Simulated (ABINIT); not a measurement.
# A GW chain in ABINIT: WS2 (Tungstenite), part 2 of 3

How does a plane-wave GW calculation on WS2 (Tungstenite) run from the first input to the gap?

ABINIT 10.8.3; LDA and many-body steps on it, plane waves. Known limits of the many-body steps: not at the basis limit; no spin-orbit coupling; coarse k mesh.

So far. Step 2 (Ground state): The gap is indirect, with the least direct gap 0.91 eV higher.

## Step 3: Bands along the symmetry lines

Level of this step: DFT, LDA, plane waves, norm-conserving pseudopotentials (ABINIT).

The cheap functional maps the bands first; the places of the edges decide which points the dearer methods must see.

run.abi reads:

```
acell 3*1.0 Angstrom
rprim 
  3.153199999992 0.000000000002 0.000000000000
  -1.576599999998 2.730751303206 0.000000000000
  0.000000000000 0.000000000000 12.323000000000
ntypat 2
znucl 74 16
natom 6
typat 1 1 2 2 2 2
xred 
  0.333333333333 0.666666666667 0.250000000000
  0.666666666667 0.333333333333 0.750000000000
  0.333333333333 0.666666666667 0.622500000000
  0.666666666667 0.333333333333 0.122500000000
  0.333333333333 0.666666666667 0.877500000000
  0.666666666667 0.333333333333 0.377500000000
pp_dirpath "pseudos"
pseudos "W.upf, S.upf"
ecut 29
iscf -2
irdden 1
kptopt 0
nkpt 75
kpt 
  0.00000000 0.00000000 0.00000000
  0.06250000 0.00000000 0.00000000
  0.12500000 0.00000000 0.00000000
  0.18750000 0.00000000 0.00000000
  0.25000000 0.00000000 0.00000000
  0.31250000 0.00000000 0.00000000
  0.37500000 0.00000000 0.00000000
  0.43750000 0.00000000 0.00000000
  0.50000000 0.00000000 0.00000000
  0.47916667 0.04166667 0.00000000
  0.45833333 0.08333333 0.00000000
  0.43750000 0.12500000 0.00000000
  0.41666666 0.16666666 0.00000000
  0.39583333 0.20833333 0.00000000
  0.37500000 0.25000000 0.00000000
  0.35416666 0.29166666 0.00000000
  0.33333333 0.33333333 0.00000000
  0.29166666 0.29166666 0.00000000
  0.25000000 0.25000000 0.00000000
  0.20833333 0.20833333 0.00000000
  0.16666666 0.16666666 0.00000000
  0.12500000 0.12500000 0.00000000
  0.08333333 0.08333333 0.00000000
  0.04166667 0.04166667 0.00000000
  0.00000000 0.00000000 0.00000000
  0.00000000 0.00000000 0.06250000
  0.00000000 0.00000000 0.12500000
  0.00000000 0.00000000 0.18750000
  0.00000000 0.00000000 0.25000000
  0.00000000 0.00000000 0.31250000
  0.00000000 0.00000000 0.37500000
  0.00000000 0.00000000 0.43750000
  0.00000000 0.00000000 0.50000000
  0.06250000 0.00000000 0.50000000
  0.12500000 0.00000000 0.50000000
  0.18750000 0.00000000 0.50000000
  0.25000000 0.00000000 0.50000000
  0.31250000 0.00000000 0.50000000
  0.37500000 0.00000000 0.50000000
  0.43750000 0.00000000 0.50000000
  0.50000000 0.00000000 0.50000000
  0.47916667 0.04166667 0.50000000
  0.45833333 0.08333333 0.50000000
  0.43750000 0.12500000 0.50000000
  0.41666666 0.16666666 0.50000000
  0.39583333 0.20833333 0.50000000
  0.37500000 0.25000000 0.50000000
  0.35416666 0.29166666 0.50000000
  0.33333333 0.33333333 0.50000000
  0.29166666 0.29166666 0.50000000
  0.25000000 0.25000000 0.50000000
  0.20833333 0.20833333 0.50000000
  0.16666666 0.16666666 0.50000000
  0.12500000 0.12500000 0.50000000
  0.08333333 0.08333333 0.50000000
  0.04166667 0.04166667 0.50000000
  0.00000000 0.00000000 0.50000000
  0.50000000 0.00000000 0.50000000
  0.50000000 0.00000000 0.43750000
  0.50000000 0.00000000 0.37500000
  0.50000000 0.00000000 0.31250000
  0.50000000 0.00000000 0.25000000
  0.50000000 0.00000000 0.18750000
  0.50000000 0.00000000 0.12500000
  0.50000000 0.00000000 0.06250000
  0.50000000 -0.00000000 0.00000000
  0.33333333 0.33333333 0.50000000
  0.33333333 0.33333333 0.43750000
  0.33333333 0.33333333 0.37500000
  0.33333333 0.33333333 0.31250000
  0.33333333 0.33333333 0.25000000
  0.33333333 0.33333333 0.18750000
  0.33333333 0.33333333 0.12500000
  0.33333333 0.33333333 0.06250000
  0.33333333 0.33333333 0.00000000
istwfk *1
nband 38
nbdbuf 7
tolwfr 1e-07
nstep 50
prtwf 0
prtvol 0
indata_prefix "in"
outdata_prefix "out"
tmpdata_prefix "tmp"
```

Started as:

```console
$ OMP_NUM_THREADS=1 mpirun -n 4 abinit run.abi > log
```

Numbers of over 12 decimals in the logs are rounded to 6 here.

What it wrote:

```text
.Version 10.8.3 of ABINIT. v10.8.2 released Aug 2026.

 Symmetries : space group P6_3/m m c (#194); Bravais hP (primitive hexag.)
[... echo of the input left out ...]
== DATASET  1 ==================================================================
-   mpi_nproc: 4, omp_nthreads: 1 (-1 if OMP is not activated)

--- !DatasetInfo
iteration_state: {dtset: 1, }
dimensions: {natom: 6, nkpt: 75, mband: 38, nsppol: 1, nspinor: 1, nspden: 1, mpw: 5384, }
cutoff_energies: {ecut:  29.0, pawecutdg:  -1.0, }
electrons: {nelect:   5.20000000E+01, charge:   0.00000000E+00, occopt:   1.00000000E+00, tsmear:   1.00000000E-02, }

 Real(R)+Recip(G) space primitive vectors, cartesian coordinates (Bohr,Bohr^-1):
 R(1)=  5.9586844  0.0000000  0.0000000  G(1)=  0.1678223  0.0968922  0.0000000
 R(2)= -2.9793422  5.1603721  0.0000000  G(2)=  0.0000000  0.1937845  0.0000000
 R(3)=  0.0000000  0.0000000 23.2870950  G(3)=  0.0000000  0.0000000  0.0429422
 Unit cell volume ucvol=  7.1605555E+02 bohr^3
 Angles (23,13,12)=  9.00000000E+01  9.00000000E+01  1.20000000E+02 degrees

 getcut: wavevector=  0.0000  0.0000  0.0000  ngfft=  30  30 120
         ecut(hartree)=     29.000   => boxcut(ratio)=   2.07840

--- Pseudopotential description ------------------------------------------------
- W Generated using ONCVPSP code by D. R. Hamann
- 74.00000  14.00000  180309                  znucl, zion, pspdat
12 -1012 3 -1 1380                            pspcod,pspxc,lmax,lloc,mmax
     nproj     2     2     2     2
  pspatm : epsatm=   11.27607432
         --- l  ekb(1:nproj) -->
             0   13.067706    1.861453
             1    9.142164    1.419943
             2    4.508223    0.515609
[...]
pspatm: atomic psp has been read  and splines computed

- S Generated using ONCVPSP code by D. R. Hamann
- 16.00000   6.00000  180309                  znucl, zion, pspdat
12 -1012 2 -1 1132                            pspcod,pspxc,lmax,lloc,mmax
     nproj     2     2     2     0
  pspatm : epsatm=    8.64647033
         --- l  ekb(1:nproj) -->
[...]
pspatm: atomic psp has been read  and splines computed

--------------------------------------------------------------------------------

================================================================================
 prteigrs : about to open file out_EIG
 Non-SCF case, kpt    1 (  0.00000  0.00000  0.00000), residuals and eigenvalues=
  7.87E-08  8.70E-08  2.18E-08  3.22E-08  2.93E-08  5.53E-08  1.77E-08  4.06E-08
  4.35E-08  2.74E-08  7.30E-08  2.61E-08  2.79E-08  3.80E-08  9.38E-08  2.68E-08
  3.71E-08  1.85E-08  8.31E-08  5.42E-08  3.64E-08  3.92E-08  8.44E-08  4.99E-08
[...]
4.95E-08  7.02E-08  6.52E-07  1.56E-07  1.20E-04  2.61E-04
 -2.3986E+00 -2.3986E+00 -1.0852E+00 -1.0851E+00 -1.0779E+00 -1.0779E+00
 -1.0779E+00 -1.0779E+00 -2.2980E-01 -2.2105E-01 -1.7277E-01 -1.5605E-01
[...]
5.6926E-01  6.2029E-01
 Non-SCF case, kpt   75 (  0.33333  0.33333  0.00000), residuals and eigenvalues=
[...]
5.6896E-01  6.2154E-01

--- !ResultsGS
iteration_state: {dtset: 1, }
comment   : Summary of ground state results
lattice_vectors:
- [  5.9586844,   0.0000000,   0.0000000, ]
- [ -2.9793422,   5.1603721,   0.0000000, ]
- [  0.0000000,   0.0000000,  23.2870950, ]
lattice_lengths: [   5.95868,    5.95868,   23.28710, ]
lattice_angles: [ 90.000,  90.000, 120.000, ] # degrees, (23, 13, 12)
lattice_volume:   7.1605555E+02
convergence: {deltae:  0.000E+00, res2:  0.000E+00, residm:  9.982E-08, diffor:  0.000E+00, }
etotal    :  -1.96285045E+02
entropy   :   0.00000000E+00
fermie    :   3.42603166E-01
cartesian_stress_tensor: null
pressure_GPa: null
xred      :
- [  3.3333E-01,   6.6667E-01,   2.5000E-01,  W]
- [  6.6667E-01,   3.3333E-01,   7.5000E-01,  W]
- [  3.3333E-01,   6.6667E-01,   6.2250E-01,  S]
- [  6.6667E-01,   3.3333E-01,   1.2250E-01,  S]
- [  3.3333E-01,   6.6667E-01,   8.7750E-01,  S]
- [  6.6667E-01,   3.3333E-01,   3.7750E-01,  S]
cartesian_forces: null
force_length_stats: {min: null, max: null, mean: null, }

 Integrated electronic density in atomic spheres:
 ------------------------------------------------
 Atom  Sphere_radius  Integrated_density
[...]
================================================================================

 ----iterations are completed or convergence reached----

 Mean square residual over all n,k,spin=   50.304E-09; max=  99.822E-09
 reduced coordinates (array xred) for    6 atoms
[...]
0.333333333333      0.666666666667      0.877500000000
       0.666666666667      0.333333333333      0.377500000000

 cartesian coordinates (angstrom) at end:
    1     -1.33e-12     1.820501     3.080750
    2      1.576600     0.910250     9.242250
    3     -1.33e-12     1.820501     7.671068
    4      1.576600     0.910250     1.509567
    5     -1.33e-12     1.820501    10.813432
    6      1.576600     0.910250     4.651933
 length scales=  1.889726125908  1.889726125908  1.889726125908 bohr
              =  1.000000000000  1.000000000000  1.000000000000 angstroms
 prteigrs : about to open file out_EIG
 Eigenvalues (hartree) for nkpt=  75  k points:
 kpt#   1, nband= 38, wtk=  1.00000, kpt=  0.0000  0.0000  0.0000 (reduced coord)
[...]
kpt#   2, nband= 38, wtk=  1.00000, kpt=  0.0625  0.0000  0.0000 (reduced coord)
[...]
kpt#   3, nband= 38, wtk=  1.00000, kpt=  0.1250  0.0000  0.0000 (reduced coord)
[...]
kpt#  74, nband= 38, wtk=  1.00000, kpt=  0.3333  0.3333  0.0625 (reduced coord)
[...]
0.52399    0.52399    0.54772    0.56926    0.56926    0.62029
 kpt#  75, nband= 38, wtk=  1.00000, kpt=  0.3333  0.3333  0.0000 (reduced coord)
[...]
0.14681    0.15653    0.17722    0.17722    0.19091    0.19091    0.23632    0.23632
   0.31438    0.32242    0.38904    0.38904    0.41374    0.46135    0.46344    0.46344
   0.52426    0.52426    0.54687    0.56896    0.56896    0.62154

== END DATASET(S) ==============================================================
================================================================================

 -outvars: echo values of variables after computation  --------
            nband          38
             nkpt          75
          spgroup         194
 [... the other variables as echoed above ...]

 Calculation completed.
```

Run time: 76 s. Hardware: 4 MPI ranks of Arm Neoverse V1, shared host; peak memory 0.51 GiB; 5.1 min of CPU time.

This step gave:

| Property | Result |
| --- | --- |
| gap | 0.9078 eV |
| k of the valence top | 0, 0, 0 |
| k of the conduction bottom | 0.1667, 0.1667, 0 |
| least direct gap | 1.813 eV |

The gap is 0.908 eV, as in the run before at this level.

The electronic bands at the labelled points (eV, zero at the top of the highest filled band):

```
    point  band 23  band 24  band 25  band 26  band 27  band 28  band 29  band 30
        Γ    -2.18    -1.46    -1.28     0.00     2.29     2.29     2.31     2.31
        M    -1.93    -1.72    -1.70    -1.52     2.28     2.32     2.53     2.87
        K    -2.89    -2.89    -0.77    -0.55     1.26     1.26     1.94     3.23
        Γ    -2.18    -1.46    -1.28     0.00     2.29     2.29     2.31     2.31
        A    -2.21    -2.21    -0.32    -0.32     2.29     2.29     2.29     2.29
        L    -1.82    -1.82    -1.59    -1.59     2.30     2.30     2.73     2.73
        H    -3.08    -3.08    -0.67    -0.67     1.26     1.26     2.49     2.49
        A    -2.21    -2.21    -0.32    -0.32     2.29     2.29     2.29     2.29
jump to L    -1.82    -1.82    -1.59    -1.59     2.30     2.30     2.73     2.73
        M    -1.93    -1.72    -1.70    -1.52     2.28     2.32     2.53     2.87
jump to H    -3.08    -3.08    -0.67    -0.67     1.26     1.26     2.49     2.49
        K    -2.89    -2.89    -0.77    -0.55     1.26     1.26     1.94     3.23
```

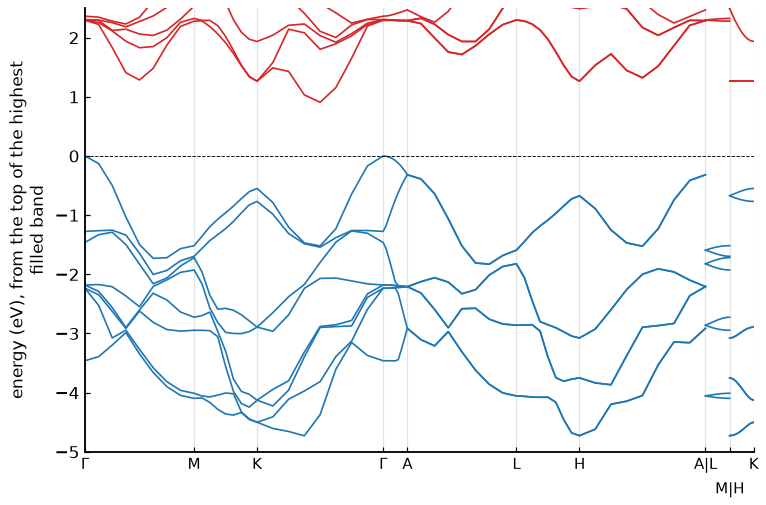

Electronic bands along the path; lines of filled and empty bands in two colours.

## Step 4: Empty states on the mesh, 3×3×1 mesh, 380 bands

The sums over transitions need many empty states on a uniform mesh; this step solves for them.

run.abi reads:

```
acell 3*1.0 Angstrom
rprim 
  3.153199999992 0.000000000002 0.000000000000
  -1.576599999998 2.730751303206 0.000000000000
  0.000000000000 0.000000000000 12.323000000000
ntypat 2
znucl 74 16
natom 6
typat 1 1 2 2 2 2
xred 
  0.333333333333 0.666666666667 0.250000000000
  0.666666666667 0.333333333333 0.750000000000
  0.333333333333 0.666666666667 0.622500000000
  0.666666666667 0.333333333333 0.122500000000
  0.333333333333 0.666666666667 0.877500000000
  0.666666666667 0.333333333333 0.377500000000
pp_dirpath "pseudos"
pseudos "W.upf, S.upf"
ecut 29
ngkpt 3 3 1
nshiftk 1
shiftk 0 0 0
kptopt 1
chksymbreak 0
iscf -2
irdden 1
istwfk *1
nband 380
nbdbuf 34
tolwfr 1e-09
nstep 60
prtvol 0
indata_prefix "in"
outdata_prefix "out"
tmpdata_prefix "tmp"
```

Started as:

```console
$ OMP_NUM_THREADS=1 mpirun -n 3 abinit run.abi > log
```

What it wrote:

```text
.Version 10.8.3 of ABINIT. v10.8.2 released Aug 2026.

 Symmetries : space group P6_3/m m c (#194); Bravais hP (primitive hexag.)
[... echo of the input left out ...]
== DATASET  1 ==================================================================
-   mpi_nproc: 3, omp_nthreads: 1 (-1 if OMP is not activated)

--- !DatasetInfo
iteration_state: {dtset: 1, }
dimensions: {natom: 6, nkpt: 3, mband: 380, nsppol: 1, nspinor: 1, nspden: 1, mpw: 5373, }
cutoff_energies: {ecut:  29.0, pawecutdg:  -1.0, }
electrons: {nelect:   5.20000000E+01, charge:   0.00000000E+00, occopt:   1.00000000E+00, tsmear:   1.00000000E-02, }

 Real(R)+Recip(G) space primitive vectors, cartesian coordinates (Bohr,Bohr^-1):
 R(1)=  5.9586844  0.0000000  0.0000000  G(1)=  0.1678223  0.0968922  0.0000000
 R(2)= -2.9793422  5.1603721  0.0000000  G(2)=  0.0000000  0.1937845  0.0000000
 R(3)=  0.0000000  0.0000000 23.2870950  G(3)=  0.0000000  0.0000000  0.0429422
 Unit cell volume ucvol=  7.1605555E+02 bohr^3
 Angles (23,13,12)=  9.00000000E+01  9.00000000E+01  1.20000000E+02 degrees

 getcut: wavevector=  0.0000  0.0000  0.0000  ngfft=  30  30 120
         ecut(hartree)=     29.000   => boxcut(ratio)=   2.07840

--- Pseudopotential description ------------------------------------------------
- W Generated using ONCVPSP code by D. R. Hamann
- 74.00000  14.00000  180309                  znucl, zion, pspdat
12 -1012 3 -1 1380                            pspcod,pspxc,lmax,lloc,mmax
     nproj     2     2     2     2
  pspatm : epsatm=   11.27607432
         --- l  ekb(1:nproj) -->
             0   13.067706    1.861453
             1    9.142164    1.419943
             2    4.508223    0.515609
[...]
pspatm: atomic psp has been read  and splines computed

- S Generated using ONCVPSP code by D. R. Hamann
- 16.00000   6.00000  180309                  znucl, zion, pspdat
12 -1012 2 -1 1132                            pspcod,pspxc,lmax,lloc,mmax
     nproj     2     2     2     0
  pspatm : epsatm=    8.64647033
         --- l  ekb(1:nproj) -->
[...]
pspatm: atomic psp has been read  and splines computed

--------------------------------------------------------------------------------

================================================================================
 prteigrs : about to open file out_EIG
 Non-SCF case, kpt    1 (  0.00000  0.00000  0.00000), residuals and eigenvalues=
  3.26E-10  3.71E-10  1.64E-10  8.37E-10  1.11E-10  6.73E-10  6.20E-10  8.80E-10
  2.17E-10  2.37E-10  1.55E-10  2.54E-10  4.22E-10  2.35E-10  1.97E-10  1.82E-10
  4.00E-10  2.06E-10  3.57E-10  1.76E-10  2.81E-10  2.88E-10  4.19E-10  1.93E-10
[...]
5.45E-04  7.68E-04  1.90E-03  2.09E-03
 -2.3986E+00 -2.3986E+00 -1.0852E+00 -1.0851E+00 -1.0779E+00 -1.0779E+00
 -1.0779E+00 -1.0779E+00 -2.2980E-01 -2.2105E-01 -1.7277E-01 -1.5605E-01
  6.1255E-02  1.0127E-01  1.9981E-01  2.1492E-01  2.1492E-01  2.1542E-01
[...]
4.6124E+00  4.6124E+00  4.6177E+00  4.6248E+00  4.6248E+00  4.6697E+00
  4.6701E+00  4.7032E+00  4.7062E+00  4.7124E+00  4.7164E+00  4.7217E+00
  4.7246E+00  4.7365E+00
 prteigrs : prtvol=0 or 1, do not print more k-points.

--- !ResultsGS
iteration_state: {dtset: 1, }
comment   : Summary of ground state results
lattice_vectors:
- [  5.9586844,   0.0000000,   0.0000000, ]
- [ -2.9793422,   5.1603721,   0.0000000, ]
- [  0.0000000,   0.0000000,  23.2870950, ]
lattice_lengths: [   5.95868,    5.95868,   23.28710, ]
lattice_angles: [ 90.000,  90.000, 120.000, ] # degrees, (23, 13, 12)
lattice_volume:   7.1605555E+02
convergence: {deltae:  0.000E+00, res2:  0.000E+00, residm:  9.960E-10, diffor:  0.000E+00, }
etotal    :  -1.96285045E+02
entropy   :   0.00000000E+00
fermie    :   3.42603166E-01
cartesian_stress_tensor: null
pressure_GPa: null
xred      :
- [  3.3333E-01,   6.6667E-01,   2.5000E-01,  W]
- [  6.6667E-01,   3.3333E-01,   7.5000E-01,  W]
- [  3.3333E-01,   6.6667E-01,   6.2250E-01,  S]
- [  6.6667E-01,   3.3333E-01,   1.2250E-01,  S]
- [  3.3333E-01,   6.6667E-01,   8.7750E-01,  S]
- [  6.6667E-01,   3.3333E-01,   3.7750E-01,  S]
cartesian_forces: null
force_length_stats: {min: null, max: null, mean: null, }

 Integrated electronic density in atomic spheres:
 ------------------------------------------------
 Atom  Sphere_radius  Integrated_density
[...]
================================================================================

 ----iterations are completed or convergence reached----

 Mean square residual over all n,k,spin=   42.458E-11; max=  99.602E-11
 reduced coordinates (array xred) for    6 atoms
[...]
0.333333333333      0.666666666667      0.877500000000
       0.666666666667      0.333333333333      0.377500000000

 cartesian coordinates (angstrom) at end:
    1     -1.33e-12     1.820501     3.080750
    2      1.576600     0.910250     9.242250
[...]
6      1.576600     0.910250     4.651933
 length scales=  1.889726125908  1.889726125908  1.889726125908 bohr
              =  1.000000000000  1.000000000000  1.000000000000 angstroms
 prteigrs : about to open file out_EIG
 Eigenvalues (hartree) for nkpt=   3  k points:
 kpt#   1, nband=380, wtk=  0.11111, kpt=  0.0000  0.0000  0.0000 (reduced coord)
[...]
4.49650    4.51695    4.52951    4.55437    4.55437    4.56987    4.61236    4.61236
   4.61765    4.62481    4.62483    4.66974    4.67008    4.70322    4.70620    4.71243
   4.71642    4.72170    4.72464    4.73654
 prteigrs : prtvol=0 or 1, do not print more k-points.

== END DATASET(S) ==============================================================
================================================================================

 -outvars: echo values of variables after computation  --------
            nband         380
             nkpt           3
          spgroup         194
 [... the other variables as echoed above ...]

 Calculation completed.
```

The job ended after 2.5 min (3 MPI ranks; peak memory 0.4 GiB).

Numbers from this step:

```yaml
gap: 1.264 eV
k_of_the_valence_top: 0, 0, 0
k_of_the_conduction_bottom: 0.3333, 0.3333, 0
least_direct_gap: 1.813 eV
k_points_computed: 3
lowest_point_of_the_top_converged_band_above_the_valence_top: 107.3584 eV
```

On this mesh the gap is 1.264 eV. The earlier step found 0.908 eV, so this mesh misses an edge.

(Part 2 of 3 ends here.)

[Paths, hosts, dates, memory and timing lines, banners, echoed tables and standing remarks are left out of the program output.]

[Logs are printed without paths, hosts, clocks, repeated set-up lines and the standing remarks that a program may print on its own settings, such as how far it seeks lower states.]

[Runs of the session that timed out or met a known fault of the program may be left out.]

[Hosts, paths, dates, database ids (printed as entryN), source tags and the programs' standing remarks are cut or masked in the printed files.]

[G0W0 gaps are taken among the corrected bands and points alone; a level outside them can change the order at an edge.]

[Where Ansatz stands beside ABINIT at settings called matched, ABINIT's density can come from a denser mesh and the files from another edition; pairs whose starting gaps differed by over 0.03 eV were left out, so agreement reads better than it is.]
